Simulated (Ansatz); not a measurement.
Run report: SiNH7Cl2O, molecular dynamics (part 1 of 5)

System: SiNH7Cl2O.
Method: UKS BHLYP/STO-3G (Ansatz 0.2.0).

It belongs to a series of runs on one base structure; here: dynamics from the start. Figures and captions count atoms from 1; the log counts them from 0 in places.

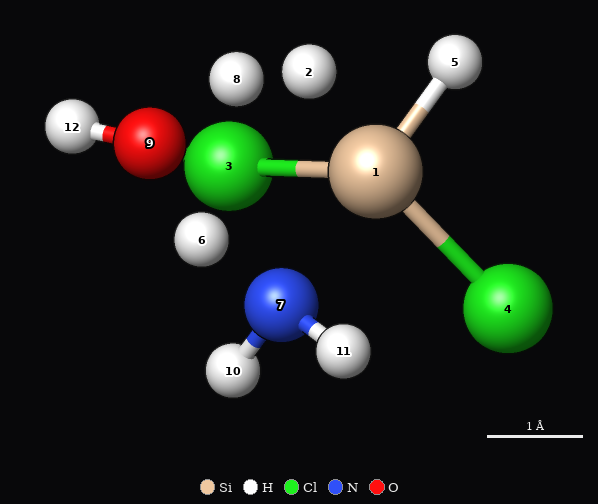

**Figure 1.** The input geometry (ball-and-stick view, seen at a tilt; atoms are numbered from 1 in the order of the input). Bond lengths as drawn: Cl–Si 2.03 to 2.06 Å, H–N 1.01 Å, H–O 0.96 Å and H–Si 1.47 Å.

Key numbers

| quantity | value |
| --- | --- |
| outcome | finished |
| mean temperature over the second half | 1490 K |
| trajectory | 150 steps, 75 fs |
| ensemble | nve |
| temperature in the input | 1000.0 K |
| time step | 0.5 fs |
| potential energy (last step) | −36160.8137 eV |
| mean-field energy (last step) | −36160.8137 eV |
| largest force (length of the vector) (last step) | 9.373 eV/Å |
| hardware | 1 thread of Arm Neoverse V2, 24 GiB of memory available, shared host |
| wall time | 9.9 min |
| peak memory | 0.17 GiB |

So short a trajectory is not equilibrated.

Input file
```yaml
crystal:
  periodic: [false, false, false]
  atoms:
    - { symbol: Si, position_ang: [-1.3007, -0.447, -0.3322] }
    - { symbol: H, position_ang: [-0.174, -0.9153, 1.0891] }
    - { symbol: Cl, position_ang: [-0.4101, -1.4591, -1.849] }
    - { symbol: Cl, position_ang: [-2.6725, 0.9369, -0.9869] }
    - { symbol: H, position_ang: [-2.2749, -1.3921, 0.2252] }
    - { symbol: H, position_ang: [1.2236, 0.6133, 0.3596] }
    - { symbol: "N", position_ang: [0.1846, 1.07, -0.3513] }
    - { symbol: H, position_ang: [0.7747, -0.7642, 1.3016] }
    - { symbol: O, position_ang: [1.8844, -0.1474, 1.1467] }
    - { symbol: H, position_ang: [0.4803, 1.3009, -1.2913] }
    - { symbol: H, position_ang: [-0.1478, 1.9158, 0.0917] }
    - { symbol: H, position_ang: [2.4324, -0.7118, 0.5968] }
magnetization:
  spin_polarized: true
basis:
  gaussian: { orbitals: STO-3G }
hamiltonian:
  xc: { name: BHLYP }
md:
  timestep: 0.5
  n_steps: 150
  ensemble: nve
  temperature: 1000.0
  initial_velocities: maxwell_boltzmann
  seed: 290660
```

Command:
```bash
ansatz run input.yaml --threads 1 --pin off --max-ram 2048MiB --backend cpu --events-out ev --progress --plain --runs-dir out
```

The program's output
```
Engine: ansatz 0.2.0, aarch64-unknown-linux-gnu
Functional definition: BHLYP
  parameter a = 0.5
  exchange = (1 - a)*b88_x + a*exact_x
  correlation = lyp_c
589 factors; integrals over basis functions are off by at most 9.4e-6 eV
mean field evaluation 1: about -36156.2367 eV, gradient 2.1e1 eV
mean field evaluation 2: about -36157.4772 eV, gradient 1.8e1 eV
mean field evaluation 4: about -36159.7679 eV, gradient 8.0e-1 eV
mean field evaluation 8: about -36159.8337 eV, gradient 3.2e-3 eV
mean field -36159.83369278 eV, -1328.8493781941 hartree, gradient 3.0e-5 eV, S^2 0.000000; 0 other end points of the search recorded, 0 dependent functions left out
the calculation of the forces begins
reference -36159.83383947 eV, -1328.8493835847 hartree; 35, 35 occupied and 9, 9 virtual orbitals, 589 factors
md step     0: t =     0.00 fs  T =  1000.0 K  F+E_penalty+E_count = -36159.83369278 eV  E_kin = 1.292600 eV  conserved = -36158.54109279 eV  (25 SCF iters)
these checks for a lower state are left out or cut short: starts, cluster_reference, orbital_swaps, neighbouring_geometries, increment
589 factors; integrals over basis functions are off by at most 9.6e-6 eV
mean field evaluation 16: about -36159.9371 eV, gradient 1.2e-1 eV
mean field -36159.93728379 eV, -1328.8531850935 hartree, gradient 1.5e-5 eV, S^2 0.000000; 0 other end points of the search recorded, 0 dependent functions left out
the calculation of the forces begins
reference -36159.93743029 eV, -1328.8531904774 hartree; 35, 35 occupied and 9, 9 virtual orbitals, 589 factors
md step     1: t =     0.50 fs  T =  1079.3 K  F+E_penalty+E_count = -36159.93728379 eV  E_kin = 1.395106 eV  conserved = -36158.54217806 eV  (28 SCF iters)
[... from here on the SCF iterations and repeated set-up lines of each step are left out, up to the last step ...]
md step     2: t =     1.00 fs  T =  1169.4 K  F+E_penalty+E_count = -36160.05542403 eV  E_kin = 1.511615 eV  conserved = -36158.54380884 eV  (28 SCF iters)
md step     3: t =     1.50 fs  T =  1251.9 K  F+E_penalty+E_count = -36160.16364228 eV  E_kin = 1.618226 eV  conserved = -36158.54541654 eV  (29 SCF iters)
md step     4: t =     2.00 fs  T =  1309.3 K  F+E_penalty+E_count = -36160.23934790 eV  E_kin = 1.692464 eV  conserved = -36158.54688407 eV  (28 SCF iters)
md step     5: t =     2.50 fs  T =  1328.8 K  F+E_penalty+E_count = -36160.26585815 eV  E_kin = 1.717574 eV  conserved = -36158.54828422 eV  (28 SCF iters)
md step     6: t =     3.00 fs  T =  1304.5 K  F+E_penalty+E_count = -36160.23461488 eV  E_kin = 1.686170 eV  conserved = -36158.54844448 eV  (29 SCF iters)
md step     7: t =     3.50 fs  T =  1252.6 K  F+E_penalty+E_count = -36160.16365545 eV  E_kin = 1.619125 eV  conserved = -36158.54453074 eV  (28 SCF iters)
md step     8: t =     4.00 fs  T =  1234.5 K  F+E_penalty+E_count = -36160.13233689 eV  E_kin = 1.595773 eV  conserved = -36158.53656381 eV  (26 SCF iters)
md step     9: t =     4.50 fs  T =  1341.2 K  F+E_penalty+E_count = -36160.26696035 eV  E_kin = 1.733694 eV  conserved = -36158.53326654 eV  (27 SCF iters)
md step    10: t =     5.00 fs  T =  1602.4 K  F+E_penalty+E_count = -36160.61407685 eV  E_kin = 2.071262 eV  conserved = -36158.54281448 eV  (27 SCF iters)
md step    11: t =     5.50 fs  T =  1916.3 K  F+E_penalty+E_count = -36161.03548373 eV  E_kin = 2.477020 eV  conserved = -36158.55846398 eV  (26 SCF iters)
md step    12: t =     6.00 fs  T =  2114.4 K  F+E_penalty+E_count = -36161.30180597 eV  E_kin = 2.733046 eV  conserved = -36158.56875965 eV  (27 SCF iters)
md step    13: t =     6.50 fs  T =  2080.9 K  F+E_penalty+E_count = -36161.25966234 eV  E_kin = 2.689759 eV  conserved = -36158.56990324 eV  (26 SCF iters)
md step    14: t =     7.00 fs  T =  1809.2 K  F+E_penalty+E_count = -36160.90107232 eV  E_kin = 2.338604 eV  conserved = -36158.56246831 eV  (27 SCF iters)
md step    15: t =     7.50 fs  T =  1399.8 K  F+E_penalty+E_count = -36160.35787602 eV  E_kin = 1.809415 eV  conserved = -36158.54846070 eV  (27 SCF iters)
md step    16: t =     8.00 fs  T =  1026.7 K  F+E_penalty+E_count = -36159.86093577 eV  E_kin = 1.327174 eV  conserved = -36158.53376184 eV  (26 SCF iters)
md step    17: t =     8.50 fs  T =   863.0 K  F+E_penalty+E_count = -36159.64251307 eV  E_kin = 1.115464 eV  conserved = -36158.52704897 eV  (28 SCF iters)
md step    18: t =     9.00 fs  T =   986.1 K  F+E_penalty+E_count = -36159.80695665 eV  E_kin = 1.274588 eV  conserved = -36158.53236880 eV  (24 SCF iters)
md step    19: t =     9.50 fs  T =  1335.6 K  F+E_penalty+E_count = -36160.27195590 eV  E_kin = 1.726448 eV  conserved = -36158.54550775 eV  (28 SCF iters)
md step    20: t =    10.00 fs  T =  1757.4 K  F+E_penalty+E_count = -36160.83014131 eV  E_kin = 2.271614 eV  conserved = -36158.55852754 eV  (27 SCF iters)
md step    21: t =    10.50 fs  T =  2090.0 K  F+E_penalty+E_count = -36161.26782007 eV  E_kin = 2.701592 eV  conserved = -36158.56622787 eV  (27 SCF iters)
md step    22: t =    11.00 fs  T =  2228.6 K  F+E_penalty+E_count = -36161.44855569 eV  E_kin = 2.880720 eV  conserved = -36158.56783558 eV  (26 SCF iters)
md step    23: t =    11.50 fs  T =  2143.4 K  F+E_penalty+E_count = -36161.33435758 eV  E_kin = 2.770568 eV  conserved = -36158.56378989 eV  (27 SCF iters)
md step    24: t =    12.00 fs  T =  1880.3 K  F+E_penalty+E_count = -36160.98418197 eV  E_kin = 2.430432 eV  conserved = -36158.55374985 eV  (26 SCF iters)
md step    25: t =    12.50 fs  T =  1556.4 K  F+E_penalty+E_count = -36160.55240310 eV  E_kin = 2.011836 eV  conserved = -36158.54056727 eV  (27 SCF iters)
md step    26: t =    13.00 fs  T =  1315.6 K  F+E_penalty+E_count = -36160.23424903 eV  E_kin = 1.700531 eV  conserved = -36158.53371798 eV  (27 SCF iters)
md step    27: t =    13.50 fs  T =  1230.0 K  F+E_penalty+E_count = -36160.12858338 eV  E_kin = 1.589945 eV  conserved = -36158.53863854 eV  (27 SCF iters)
md step    28: t =    14.00 fs  T =  1251.5 K  F+E_penalty+E_count = -36160.16517790 eV  E_kin = 1.617689 eV  conserved = -36158.54748891 eV  (27 SCF iters)
md step    29: t =    14.50 fs  T =  1283.6 K  F+E_penalty+E_count = -36160.21034799 eV  E_kin = 1.659154 eV  conserved = -36158.55119442 eV  (28 SCF iters)
md step    30: t =    15.00 fs  T =  1276.8 K  F+E_penalty+E_count = -36160.19921156 eV  E_kin = 1.650366 eV  conserved = -36158.54884558 eV  (27 SCF iters)
md step    31: t =    15.50 fs  T =  1248.9 K  F+E_penalty+E_count = -36160.15850658 eV  E_kin = 1.614368 eV  conserved = -36158.54413860 eV  (27 SCF iters)
md step    32: t =    16.00 fs  T =  1248.6 K  F+E_penalty+E_count = -36160.15508474 eV  E_kin = 1.613989 eV  conserved = -36158.54109539 eV  (27 SCF iters)
md step    33: t =    16.50 fs  T =  1309.9 K  F+E_penalty+E_count = -36160.23493784 eV  E_kin = 1.693122 eV  conserved = -36158.54181543 eV  (28 SCF iters)
md step    34: t =    17.00 fs  T =  1427.9 K  F+E_penalty+E_count = -36160.39111950 eV  E_kin = 1.845760 eV  conserved = -36158.54535979 eV  (29 SCF iters)
md step    35: t =    17.50 fs  T =  1568.4 K  F+E_penalty+E_count = -36160.57633779 eV  E_kin = 2.027298 eV  conserved = -36158.54904008 eV  (27 SCF iters)
md step    36: t =    18.00 fs  T =  1695.4 K  F+E_penalty+E_count = -36160.74210410 eV  E_kin = 2.191508 eV  conserved = -36158.55059615 eV  (25 SCF iters)
md step    37: t =    18.50 fs  T =  1796.6 K  F+E_penalty+E_count = -36160.87201560 eV  E_kin = 2.322251 eV  conserved = -36158.54976478 eV  (26 SCF iters)
md step    38: t =    19.00 fs  T =  1883.0 K  F+E_penalty+E_count = -36160.98357698 eV  E_kin = 2.434022 eV  conserved = -36158.54955540 eV  (27 SCF iters)
md step    39: t =    19.50 fs  T =  1957.1 K  F+E_penalty+E_count = -36161.08348607 eV  E_kin = 2.529699 eV  conserved = -36158.55378756 eV  (26 SCF iters)
md step    40: t =    20.00 fs  T =  1980.3 K  F+E_penalty+E_count = -36161.11914058 eV  E_kin = 2.559723 eV  conserved = -36158.55941804 eV  (27 SCF iters)
md step    41: t =    20.50 fs  T =  1906.9 K  F+E_penalty+E_count = -36161.02319246 eV  E_kin = 2.464918 eV  conserved = -36158.55827434 eV  (26 SCF iters)
md step    42: t =    21.00 fs  T =  1756.0 K  F+E_penalty+E_count = -36160.81998316 eV  E_kin = 2.269832 eV  conserved = -36158.55015160 eV  (26 SCF iters)
md step    43: t =    21.50 fs  T =  1609.3 K  F+E_penalty+E_count = -36160.62442376 eV  E_kin = 2.080129 eV  conserved = -36158.54429435 eV  (26 SCF iters)
md step    44: t =    22.00 fs  T =  1526.6 K  F+E_penalty+E_count = -36160.51852842 eV  E_kin = 1.973337 eV  conserved = -36158.54519181 eV  (25 SCF iters)
md step    45: t =    22.50 fs  T =  1500.1 K  F+E_penalty+E_count = -36160.48786200 eV  E_kin = 1.939045 eV  conserved = -36158.54881667 eV  (26 SCF iters)
md step    46: t =    23.00 fs  T =  1488.9 K  F+E_penalty+E_count = -36160.47506001 eV  E_kin = 1.924568 eV  conserved = -36158.55049161 eV  (25 SCF iters)
md step    47: t =    23.50 fs  T =  1470.6 K  F+E_penalty+E_count = -36160.44959444 eV  E_kin = 1.900882 eV  conserved = -36158.54871198 eV  (26 SCF iters)
md step    48: t =    24.00 fs  T =  1457.3 K  F+E_penalty+E_count = -36160.42959175 eV  E_kin = 1.883687 eV  conserved = -36158.54590517 eV  (27 SCF iters)
md step    49: t =    24.50 fs  T =  1471.3 K  F+E_penalty+E_count = -36160.44715934 eV  E_kin = 1.901794 eV  conserved = -36158.54536490 eV  (27 SCF iters)
md step    50: t =    25.00 fs  T =  1513.8 K  F+E_penalty+E_count = -36160.50349329 eV  E_kin = 1.956757 eV  conserved = -36158.54673631 eV  (27 SCF iters)
md step    51: t =    25.50 fs  T =  1566.5 K  F+E_penalty+E_count = -36160.57247172 eV  E_kin = 2.024883 eV  conserved = -36158.54758871 eV  (27 SCF iters)
md step    52: t =    26.00 fs  T =  1614.4 K  F+E_penalty+E_count = -36160.63421534 eV  E_kin = 2.086838 eV  conserved = -36158.54737747 eV  (28 SCF iters)
md step    53: t =    26.50 fs  T =  1653.2 K  F+E_penalty+E_count = -36160.68468892 eV  E_kin = 2.136877 eV  conserved = -36158.54781223 eV  (27 SCF iters)
md step    54: t =    27.00 fs  T =  1673.1 K  F+E_penalty+E_count = -36160.71331564 eV  E_kin = 2.162643 eV  conserved = -36158.55067311 eV  (28 SCF iters)
md step    55: t =    27.50 fs  T =  1643.7 K  F+E_penalty+E_count = -36160.67992561 eV  E_kin = 2.124610 eV  conserved = -36158.55531559 eV  (26 SCF iters)
md step    56: t =    28.00 fs  T =  1525.0 K  F+E_penalty+E_count = -36160.52831786 eV  E_kin = 1.971219 eV  conserved = -36158.55709910 eV  (27 SCF iters)
md step    57: t =    28.50 fs  T =  1319.8 K  F+E_penalty+E_count = -36160.25573327 eV  E_kin = 1.705991 eV  conserved = -36158.54974274 eV  (26 SCF iters)
md step    58: t =    29.00 fs  T =  1128.9 K  F+E_penalty+E_count = -36159.99420201 eV  E_kin = 1.459272 eV  conserved = -36158.53492966 eV  (27 SCF iters)
md step    59: t =    29.50 fs  T =  1113.5 K  F+E_penalty+E_count = -36159.96766254 eV  E_kin = 1.439324 eV  conserved = -36158.52833835 eV  (27 SCF iters)
md step    60: t =    30.00 fs  T =  1336.7 K  F+E_penalty+E_count = -36160.26835833 eV  E_kin = 1.727857 eV  conserved = -36158.54050109 eV  (26 SCF iters)
md step    61: t =    30.50 fs  T =  1671.0 K  F+E_penalty+E_count = -36160.71856632 eV  E_kin = 2.159932 eV  conserved = -36158.55863450 eV  (25 SCF iters)
md step    62: t =    31.00 fs  T =  1917.4 K  F+E_penalty+E_count = -36161.04449837 eV  E_kin = 2.478470 eV  conserved = -36158.56602814 eV  (26 SCF iters)
md step    63: t =    31.50 fs  T =  1978.9 K  F+E_penalty+E_count = -36161.11845480 eV  E_kin = 2.557890 eV  conserved = -36158.56056516 eV  (26 SCF iters)
md step    64: t =    32.00 fs  T =  1898.4 K  F+E_penalty+E_count = -36161.00457295 eV  E_kin = 2.453885 eV  conserved = -36158.55068746 eV  (25 SCF iters)
md step    65: t =    32.50 fs  T =  1775.2 K  F+E_penalty+E_count = -36160.84060432 eV  E_kin = 2.294568 eV  conserved = -36158.54603592 eV  (25 SCF iters)
md step    66: t =    33.00 fs  T =  1662.1 K  F+E_penalty+E_count = -36160.69731476 eV  E_kin = 2.148448 eV  conserved = -36158.54886696 eV  (26 SCF iters)
md step    67: t =    33.50 fs  T =  1538.7 K  F+E_penalty+E_count = -36160.54215710 eV  E_kin = 1.988877 eV  conserved = -36158.55327973 eV  (26 SCF iters)
md step    68: t =    34.00 fs  T =  1366.3 K  F+E_penalty+E_count = -36160.31925489 eV  E_kin = 1.766118 eV  conserved = -36158.55313669 eV  (27 SCF iters)
md step    69: t =    34.50 fs  T =  1153.5 K  F+E_penalty+E_count = -36160.03828787 eV  E_kin = 1.491021 eV  conserved = -36158.54726732 eV  (26 SCF iters)
md step    70: t =    35.00 fs  T =   969.6 K  F+E_penalty+E_count = -36159.79272786 eV  E_kin = 1.253330 eV  conserved = -36158.53939803 eV  (26 SCF iters)
md step    71: t =    35.50 fs  T =   903.1 K  F+E_penalty+E_count = -36159.70313178 eV  E_kin = 1.167291 eV  conserved = -36158.53584059 eV  (27 SCF iters)
md step    72: t =    36.00 fs  T =   994.6 K  F+E_penalty+E_count = -36159.82548314 eV  E_kin = 1.285660 eV  conserved = -36158.53982327 eV  (27 SCF iters)
md step    73: t =    36.50 fs  T =  1206.1 K  F+E_penalty+E_count = -36160.10653330 eV  E_kin = 1.559017 eV  conserved = -36158.54751619 eV  (26 SCF iters)
md step    74: t =    37.00 fs  T =  1455.7 K  F+E_penalty+E_count = -36160.43515584 eV  E_kin = 1.881646 eV  conserved = -36158.55350951 eV  (26 SCF iters)
md step    75: t =    37.50 fs  T =  1669.8 K  F+E_penalty+E_count = -36160.71624004 eV  E_kin = 2.158436 eV  conserved = -36158.55780436 eV  (23 SCF iters)
md step    76: t =    38.00 fs  T =  1790.9 K  F+E_penalty+E_count = -36160.87688894 eV  E_kin = 2.314969 eV  conserved = -36158.56192032 eV  (26 SCF iters)
md step    77: t =    38.50 fs  T =  1773.6 K  F+E_penalty+E_count = -36160.85469866 eV  E_kin = 2.292557 eV  conserved = -36158.56214165 eV  (25 SCF iters)
md step    78: t =    39.00 fs  T =  1619.5 K  F+E_penalty+E_count = -36160.64867327 eV  E_kin = 2.093379 eV  conserved = -36158.55529392 eV  (25 SCF iters)
md step    79: t =    39.50 fs  T =  1402.7 K  F+E_penalty+E_count = -36160.35885301 eV  E_kin = 1.813121 eV  conserved = -36158.54573236 eV  (25 SCF iters)
md step    80: t =    40.00 fs  T =  1226.2 K  F+E_penalty+E_count = -36160.12515080 eV  E_kin = 1.585019 eV  conserved = -36158.54013150 eV  (23 SCF iters)
md step    81: t =    40.50 fs  T =  1150.8 K  F+E_penalty+E_count = -36160.02885147 eV  E_kin = 1.487525 eV  conserved = -36158.54132634 eV  (26 SCF iters)
md step    82: t =    41.00 fs  T =  1160.6 K  F+E_penalty+E_count = -36160.04719037 eV  E_kin = 1.500187 eV  conserved = -36158.54700382 eV  (26 SCF iters)
md step    83: t =    41.50 fs  T =  1189.4 K  F+E_penalty+E_count = -36160.08849878 eV  E_kin = 1.537377 eV  conserved = -36158.55112204 eV  (27 SCF iters)
md step    84: t =    42.00 fs  T =  1183.1 K  F+E_penalty+E_count = -36160.07975065 eV  E_kin = 1.529213 eV  conserved = -36158.55053726 eV  (27 SCF iters)
md step    85: t =    42.50 fs  T =  1136.7 K  F+E_penalty+E_count = -36160.01637735 eV  E_kin = 1.469269 eV  conserved = -36158.54710796 eV  (27 SCF iters)
md step    86: t =    43.00 fs  T =  1080.7 K  F+E_penalty+E_count = -36159.94084482 eV  E_kin = 1.396922 eV  conserved = -36158.54392329 eV  (28 SCF iters)
md step    87: t =    43.50 fs  T =  1048.9 K  F+E_penalty+E_count = -36159.89826125 eV  E_kin = 1.355745 eV  conserved = -36158.54251616 eV  (27 SCF iters)
md step    88: t =    44.00 fs  T =  1059.6 K  F+E_penalty+E_count = -36159.91210457 eV  E_kin = 1.369695 eV  conserved = -36158.54240976 eV  (27 SCF iters)
md step    89: t =    44.50 fs  T =  1119.7 K  F+E_penalty+E_count = -36159.98935198 eV  E_kin = 1.447261 eV  conserved = -36158.54209099 eV  (27 SCF iters)
md step    90: t =    45.00 fs  T =  1236.7 K  F+E_penalty+E_count = -36160.13984334 eV  E_kin = 1.598514 eV  conserved = -36158.54132898 eV  (27 SCF iters)
md step    91: t =    45.50 fs  T =  1418.0 K  F+E_penalty+E_count = -36160.37597206 eV  E_kin = 1.832957 eV  conserved = -36158.54301474 eV  (26 SCF iters)
md step    92: t =    46.00 fs  T =  1640.5 K  F+E_penalty+E_count = -36160.67089789 eV  E_kin = 2.120572 eV  conserved = -36158.55032631 eV  (27 SCF iters)
md step    93: t =    46.50 fs  T =  1823.5 K  F+E_penalty+E_count = -36160.91816860 eV  E_kin = 2.357048 eV  conserved = -36158.56112082 eV  (24 SCF iters)
md step    94: t =    47.00 fs  T =  1856.4 K  F+E_penalty+E_count = -36160.96755976 eV  E_kin = 2.399573 eV  conserved = -36158.56798723 eV  (27 SCF iters)
md step    95: t =    47.50 fs  T =  1679.9 K  F+E_penalty+E_count = -36160.73526383 eV  E_kin = 2.171420 eV  conserved = -36158.56384388 eV  (26 SCF iters)
md step    96: t =    48.00 fs  T =  1358.6 K  F+E_penalty+E_count = -36160.30493414 eV  E_kin = 1.756172 eV  conserved = -36158.54876193 eV  (26 SCF iters)
md step    97: t =    48.50 fs  T =  1068.6 K  F+E_penalty+E_count = -36159.91548518 eV  E_kin = 1.381318 eV  conserved = -36158.53416737 eV  (26 SCF iters)
md step    98: t =    49.00 fs  T =   973.8 K  F+E_penalty+E_count = -36159.79096584 eV  E_kin = 1.258729 eV  conserved = -36158.53223652 eV  (26 SCF iters)
```
